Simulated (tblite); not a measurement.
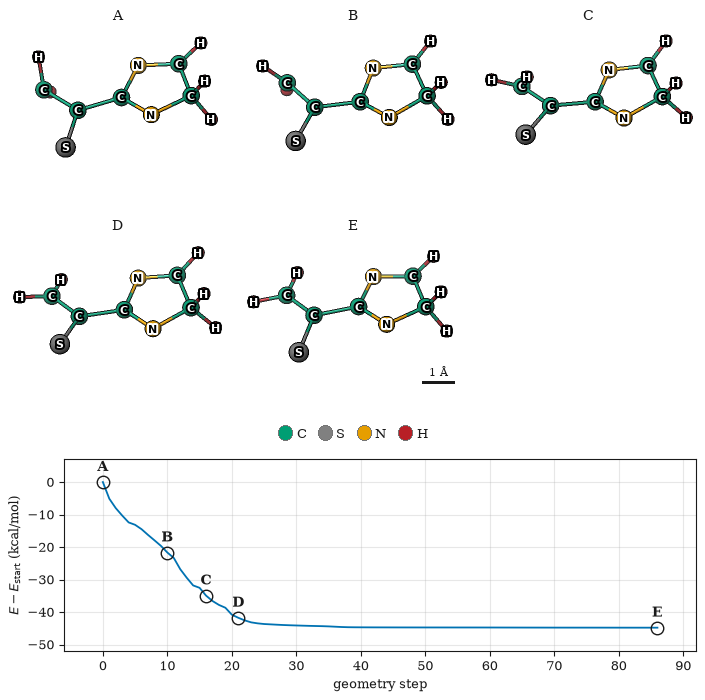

Frames of a relaxation of C5H5N2S (multiplicity 2), marked on the history of the run. A ball-and-stick model, seen from a free direction.

Method: GFN2-xTB geometry optimisation, gas phase in tblite 0.8.0. 

> What happens along the run?

An H atom moves most after the best rigid fit: 1.31 Å. By element the largest moves are H 1.31 Å, C 0.28 Å, S 0.20 Å, N 0.07 Å. Some distances before and after: C–C 1.496 → 1.345 Å, C–S 1.628 → 1.725 Å, C–N 1.306 → 1.276 Å, C–H 1.106 → 1.076 Å. Bond angles that change, for instance: C–C–H 111.3° → 120.1°, C–C–H 112.5° → 121.2°, C–C–N 127.9° → 120.0°. The energy falls by 44.8 kcal/mol in 86 geometry steps. Cost: 0.55 s on 1 thread of Arm Neoverse V1 (shared host). From step 0 to 10: an H atom moves most (0.47 Å), energy −21.7 kcal/mol. From step 10 to 16: an H atom moves most (0.48 Å), energy −13.3 kcal/mol. From step 16 to 21: an H atom moves most (0.29 Å), energy −6.82 kcal/mol. From step 21 to 86: S and H atoms move most (0.30 Å), energy −3.05 kcal/mol.
